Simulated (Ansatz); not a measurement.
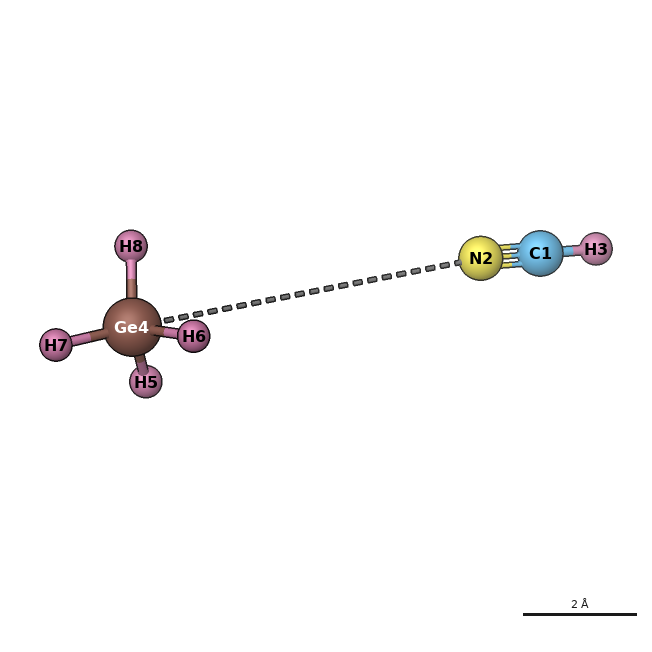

Two molecules or ions; the broken line marks their closest contact (measured against van der Waals radii). Geometry: a pair of rigid molecules at a changed separation. Program: Ansatz 0.2.0.

Which two species are they?

Answer. CHN and GeH4 (`C#N.[GeH4]`).

How long is the contact?

Answer. N2···Ge4 is 6.93 Å.

Give the counterpoise-corrected interaction energy (kJ/mol, monomers kept as in the pair) with RHF-CCSD(T) (frozen core)/def2-TZVPPD; B3LYP-D4/def2-TZVPPD; PBE-D4/def2-TZVPPD; ωB97M-V/def2-TZVPPD; PBE0-D4/def2-TZVPPD; r2SCAN-D4/def2-TZVPPD.

```
                                level  interaction energy (kJ/mol)
RHF-CCSD(T) (frozen core)/def2-TZVPPD                         −0.2
                 B3LYP-D4/def2-TZVPPD                         +0.2
                   PBE-D4/def2-TZVPPD                         +0.1
                  ωB97M-V/def2-TZVPPD                         −0.2
                  PBE0-D4/def2-TZVPPD                          0.0
                r2SCAN-D4/def2-TZVPPD                         −0.1
```
